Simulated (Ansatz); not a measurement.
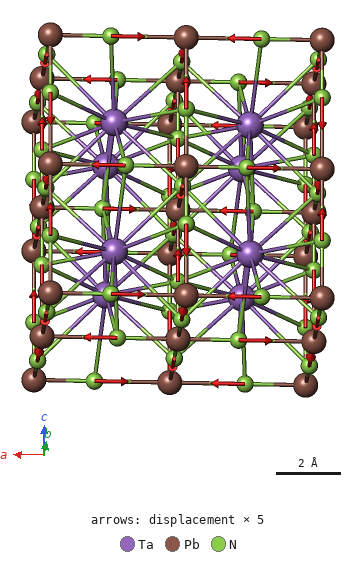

This is a relaxation of crystalline TaPbN3 (built on the CsInF3-225 type type). The starting structure is drawn; red arrows show the displacements (the part carried along by the change of the cell is left out), 5 times their true length.

The picture is a ball-and-stick view of the conventional cell (4 times the calculation's cell), seen from a free direction. Lengths and directions refer to the drawn axes.

Theory: Ansatz, DFT, PBEsol, plane waves, PAW. Set-up: plane-wave cutoff 420 eV; k-point mesh 4 × 4 × 4; occupations fermi dirac; smearing width 0.03 eV; no spin polarisation; cell and atoms relaxed; force threshold 0.01 eV/Å; at most 120 steps.

Q: Describe the change and its energy.

A: The largest moves relative to the cell, 0.22 Å, are those of N atoms. Ta and Pb stay in place. The drawn cell changes as follows: a = b = c 8.560 → 8.169 Å (−4.6 %); the volume changes by −13.1 %. Near-neighbour distances that change, for instance: N–Pb 2.372 → 2.042 Å, N–Ta 3.035 → 2.888 Å, N–Pb 1.909 → 2.042 Å. The space group (tolerance 0.01 Å) goes from Fm-3m (No. 225) to Pm-3m (No. 221). After 5 accepted moves (7 points after the start) the energy has fallen by 5.827 eV per cell of the calculation. The largest force component goes from 6.9 to under 0.0001 eV/Å. Pressure: −3.49 GPa at the start and −0.01 GPa at the end. At 2 points the geometry stayed and the basis and grid were re-selected for the new cell (energy shift of 25.3 meV per cell of the calculation at most each time). The run took 13 s on 4 threads of Arm Neoverse V1, with other jobs on the host, peak memory 0.58 GiB.
